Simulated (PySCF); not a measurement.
**RhCl: single-point calculation**

- system: RhCl, multiplicity 3
- method: UKS-bhandhlyp/def2-svp (PySCF 2.14.0)

Some settings of this run were made unusual or wrong on purpose.

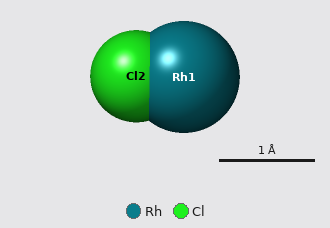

*The structure (ball-and-stick view, seen at a tilt; atoms are numbered from 1 in the order of the input). Sticks mark near contacts.*

**The input**
```python
from pyscf import gto, dft

mol = gto.M(
    atom='Rh 0 0 0; Cl 0 0 0.5',
    basis='def2-svp',
    ecp={'Rh': 'def2-svp'},
    charge=0,
    spin=2,
    verbose=4,
)
mf = dft.UKS(mol, xc='bhandhlyp')
mf.level_shift = 0.3
mf.kernel()
mf.dip_moment()
print('orbital energies (hartree):', [e[max(0, n-3):n+3].round(4) for e, n in zip(mf.mo_energy, mol.nelec)])
```

Run on 1 CPU thread, shared host.

Command:
```bash
python input.py
```

**The program's output**
```
PySCF version 2.14.0

[INPUT] verbose = 4
[INPUT] num. atoms = 2
[INPUT] num. electrons = 34
[INPUT] charge = 0
[INPUT] spin (= nelec alpha-beta = 2S) = 2
[INPUT] symmetry False subgroup None
[INPUT] Mole.unit = angstrom
[INPUT] Symbol           X                Y                Z      unit          X                Y                Z       unit  Magmom
[INPUT]  1 Rh     0.000000000000   0.000000000000   0.000000000000 AA    0.000000000000   0.000000000000   0.000000000000 Bohr   0.0
[INPUT]  2 Cl     0.000000000000   0.000000000000   0.500000000000 AA    0.000000000000   0.000000000000   0.944863062283 Bohr   0.0

nuclear repulsion = 305.86442791176
number of shells = 19
number of NR pGTOs = 93
number of NR cGTOs = 49
basis = def2-svp
ecp = {'Rh': 'def2-svp'}

******** <class 'pyscf.dft.uks.UKS'> ********
method = UKS
initial guess = minao
damping factor = 0
level_shift factor = 0.3
DIIS = <class 'pyscf.scf.diis.CDIIS'>
diis_start_cycle = 1
diis_space = 8
diis_damp = 0
SCF conv_tol = 1e-09
SCF conv_tol_grad = None
SCF max_cycles = 50
direct_scf = True
direct_scf_tol = 1e-13
number electrons alpha = 18  beta = 16
XC library pyscf.dft.libxc version 7.0.0
    S. Lehtola, C. Steigemann, M. J.T. Oliveira, and M. A.L. Marques.,  SoftwareX 7, 1–5 (2018)
XC functionals = bhandhlyp
    A. D. Becke.,  J. Chem. Phys. 98, 1372 (1993)
    Defined through Gaussian implementation.
radial grids:
    Treutler-Ahlrichs [JCP 102, 346 (1995); DOI:10.1063/1.469408] (M4) radial grids

becke partition: Becke, JCP 88, 2547 (1988); DOI:10.1063/1.454033
pruning grids: <function nwchem_prune>
grids dens level: 3
symmetrized grids: False
atomic radii adjust function: <function treutler_atomic_radii_adjust>
small_rho_cutoff = 0
Set gradient conv threshold to 3.16228e-05
tot grids = 41056
init E= -529.839710228928
  alpha nocc = 18  HOMO = -0.212947921326581  LUMO = 0.0820145934918365
  beta  nocc = 16  HOMO = -0.613902351482295  LUMO = -0.402245965453034

WARN: HOMO -0.212947921326581 >= LUMO -0.402245965453034

cycle= 1 E= -514.833393360102  delta_E=   15  |g|= 0.659  |ddm|= 15.3
  alpha nocc = 18  HOMO = 0.0358473917668363  LUMO = 0.38563846475
  beta  nocc = 16  HOMO = -0.204475329626907  LUMO = 0.232459070096546
  HOMO = 0.0358473917668  LUMO = 0.232459070097  gap/eV = 5.35008
cycle= 2 E= -515.05091413437  delta_E= -0.218  |g|= 0.253  |ddm|= 3.95
  alpha nocc = 18  HOMO = -0.102177602118282  LUMO = 0.363664627351411
  beta  nocc = 16  HOMO = -0.358755827614119  LUMO = 0.178482841173626
  HOMO = -0.102177602118  LUMO = 0.178482841174  gap/eV = 7.63716
cycle= 3 E= -515.079812333382  delta_E= -0.0289  |g|= 0.0697  |ddm|= 1.11
  alpha nocc = 18  HOMO = -0.124878512869429  LUMO = 0.356072491865583
  beta  nocc = 16  HOMO = -0.38152396392978  LUMO = 0.158046304813013
  HOMO = -0.124878512869  LUMO = 0.158046304813  gap/eV = 7.69878
cycle= 4 E= -515.086364937636  delta_E= -0.00655  |g|= 0.0357  |ddm|= 0.862
  alpha nocc = 18  HOMO = -0.126611023781457  LUMO = 0.352873604396136
  beta  nocc = 16  HOMO = -0.393540070015447  LUMO = 0.153559359987263
  HOMO = -0.126611023781  LUMO = 0.153559359987  gap/eV = 7.62382
cycle= 5 E= -515.089206099572  delta_E= -0.00284  |g|= 0.0232  |ddm|= 0.579
  alpha nocc = 18  HOMO = -0.129415810614375  LUMO = 0.350013890485367
  beta  nocc = 16  HOMO = -0.400087533665826  LUMO = 0.147257870007842
  HOMO = -0.129415810614  LUMO = 0.147257870008  gap/eV = 7.52867
cycle= 6 E= -515.090622676312  delta_E= -0.00142  |g|= 0.0124  |ddm|= 0.469
  alpha nocc = 18  HOMO = -0.13041291333284  LUMO = 0.348484724275925
  beta  nocc = 16  HOMO = -0.404969875302716  LUMO = 0.144186127361692
  HOMO = -0.130412913333  LUMO = 0.144186127362  gap/eV = 7.47222
cycle= 7 E= -515.091176544298  delta_E= -0.000554  |g|= 0.00738  |ddm|= 0.309
  alpha nocc = 18  HOMO = -0.13015115675789  LUMO = 0.348152212321286
  beta  nocc = 16  HOMO = -0.405295776690087  LUMO = 0.143443696371065
  HOMO = -0.130151156758  LUMO = 0.143443696371  gap/eV = 7.44490
cycle= 8 E= -515.09136358078  delta_E= -0.000187  |g|= 0.00448  |ddm|= 0.174
  alpha nocc = 18  HOMO = -0.13074633781271  LUMO = 0.347519233967039
  beta  nocc = 16  HOMO = -0.406938585923501  LUMO = 0.141877321914016
  HOMO = -0.130746337813  LUMO = 0.141877321914  gap/eV = 7.41847
cycle= 9 E= -515.091431237562  delta_E= -6.77e-05  |g|= 0.0031  |ddm|= 0.106
  alpha nocc = 18  HOMO = -0.130844938205477  LUMO = 0.347402853708072
  beta  nocc = 16  HOMO = -0.407110465835867  LUMO = 0.141585527647329
  HOMO = -0.130844938205  LUMO = 0.141585527647  gap/eV = 7.41321
cycle= 10 E= -515.091455389951  delta_E= -2.42e-05  |g|= 0.0019  |ddm|= 0.0582
  alpha nocc = 18  HOMO = -0.130918257053452  LUMO = 0.347295646686375
  beta  nocc = 16  HOMO = -0.407172369829835  LUMO = 0.141286469789989
  HOMO = -0.130918257053  LUMO = 0.14128646979  gap/eV = 7.40707
cycle= 11 E= -515.09146428342  delta_E= -8.89e-06  |g|= 0.00129  |ddm|= 0.0331
  alpha nocc = 18  HOMO = -0.130946590124459  LUMO = 0.34728034624369
  beta  nocc = 16  HOMO = -0.407215579285892  LUMO = 0.14124295005243
  HOMO = -0.130946590124  LUMO = 0.141242950052  gap/eV = 7.40665
cycle= 12 E= -515.09146760861  delta_E= -3.33e-06  |g|= 0.000772  |ddm|= 0.0181
  alpha nocc = 18  HOMO = -0.131023726864655  LUMO = 0.347235623813771
  beta  nocc = 16  HOMO = -0.407309173613972  LUMO = 0.141126722498683
  HOMO = -0.131023726865  LUMO = 0.141126722499  gap/eV = 7.40559
cycle= 13 E= -515.091468908784  delta_E= -1.3e-06  |g|= 0.000519  |ddm|= 0.0102
  alpha nocc = 18  HOMO = -0.131025990067897  LUMO = 0.347230342613022
  beta  nocc = 16  HOMO = -0.407303206753495  LUMO = 0.141120286918742
  HOMO = -0.131025990068  LUMO = 0.141120286919  gap/eV = 7.40548
cycle= 14 E= -515.091469479896  delta_E= -5.71e-07  |g|= 0.000336  |ddm|= 0.00615
  alpha nocc = 18  HOMO = -0.13103202496945  LUMO = 0.347223081260876
  beta  nocc = 16  HOMO = -0.407314428032902  LUMO = 0.141108636540629
  HOMO = -0.131032024969  LUMO = 0.141108636541  gap/eV = 7.40532
cycle= 15 E= -515.091469735005  delta_E= -2.55e-07  |g|= 0.000222  |ddm|= 0.00424
  alpha nocc = 18  HOMO = -0.131034207059585  LUMO = 0.347221293424462
  beta  nocc = 16  HOMO = -0.407318644394005  LUMO = 0.141106283693965
  HOMO = -0.13103420706  LUMO = 0.141106283694  gap/eV = 7.40532
cycle= 16 E= -515.091469848868  delta_E= -1.14e-07  |g|= 0.000146  |ddm|= 0.00314
  alpha nocc = 18  HOMO = -0.131032870975311  LUMO = 0.347221189949661
  beta  nocc = 16  HOMO = -0.407311882400658  LUMO = 0.141105775451855
  HOMO = -0.131032870975  LUMO = 0.141105775452  gap/eV = 7.40527
cycle= 17 E= -515.091469900504  delta_E= -5.16e-08  |g|= 9.78e-05  |ddm|= 0.00248
  alpha nocc = 18  HOMO = -0.131033181024513  LUMO = 0.347221039308985
  beta  nocc = 16  HOMO = -0.407310965387661  LUMO = 0.141104310059568
  HOMO = -0.131033181025  LUMO = 0.14110431006  gap/eV = 7.40524
cycle= 18 E= -515.09146992333  delta_E= -2.28e-08  |g|= 6.43e-05  |ddm|= 0.00184
  alpha nocc = 18  HOMO = -0.131032292449085  LUMO = 0.347221643641237
  beta  nocc = 16  HOMO = -0.407308876519216  LUMO = 0.141104637748491
  HOMO = -0.131032292449  LUMO = 0.141104637748  gap/eV = 7.40522
cycle= 19 E= -515.091469933142  delta_E= -9.81e-09  |g|= 4.14e-05  |ddm|= 0.00133
  alpha nocc = 18  HOMO = -0.131032346568851  LUMO = 0.347221445101334
  beta  nocc = 16  HOMO = -0.407308789744975  LUMO = 0.141104024592551
  HOMO = -0.131032346569  LUMO = 0.141104024593  gap/eV = 7.40521
cycle= 20 E= -515.091469937102  delta_E= -3.96e-09  |g|= 2.69e-05  |ddm|= 0.000862
  alpha nocc = 18  HOMO = -0.131032396498171  LUMO = 0.34722116006185
  beta  nocc = 16  HOMO = -0.407309176248321  LUMO = 0.141103467658105
  HOMO = -0.131032396498  LUMO = 0.141103467658  gap/eV = 7.40519
cycle= 21 E= -515.091469938728  delta_E= -1.63e-09  |g|= 1.77e-05  |ddm|= 0.00057
  alpha nocc = 18  HOMO = -0.131032334611767  LUMO = 0.347221111608376
  beta  nocc = 16  HOMO = -0.40730905463175  LUMO = 0.141103477766329
  HOMO = -0.131032334612  LUMO = 0.141103477766  gap/eV = 7.40519
cycle= 22 E= -515.091469939383  delta_E= -6.55e-10  |g|= 1.16e-05  |ddm|= 0.000364
  alpha nocc = 18  HOMO = -0.131030241078676  LUMO = 0.0472230159388363
  beta  nocc = 16  HOMO = -0.407306575711471  LUMO = -0.158891498769535
```

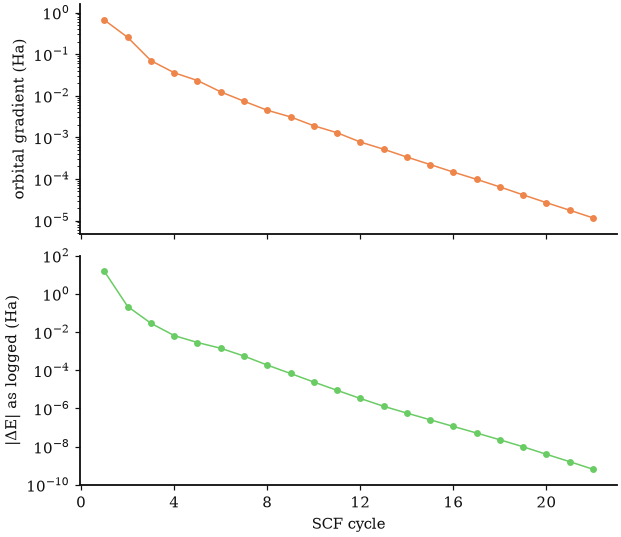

*Convergence of the self-consistent field: orbital gradient and size of the energy change against the SCF cycle.*

The residual falls at every step.

```
WARN: HOMO -0.131030241078676 >= LUMO -0.158891498769535

Extra cycle  E= -515.091469939694  delta_E= -3.11e-10  |g|= 1.12e-05  |ddm|= 0.000361
converged SCF energy = -515.091469939694  <S^2> = 2.0073551  2S+1 = 3.0048994
Dipole moment(X, Y, Z, Debye): -0.00000, -0.00000, -0.15458
orbital energies (hartree): [array([-0.4234, -0.3504, -0.131 ,  0.0391,  0.0455,  0.0455]), array([-1.102 , -0.4073, -0.4073, -0.1589,  0.008 ,  0.0472])]
```

**Outcome**

```csv
quantity,value
outcome,converged
SCF energy,−515.091470 hartree
⟨S²⟩,2.007
dipole moment,0.15 D
wall time,7.9 s
```

Some settings of this run were drawn to be unusual or wrong. It converged; results that depend on the unusual settings are not reference values.
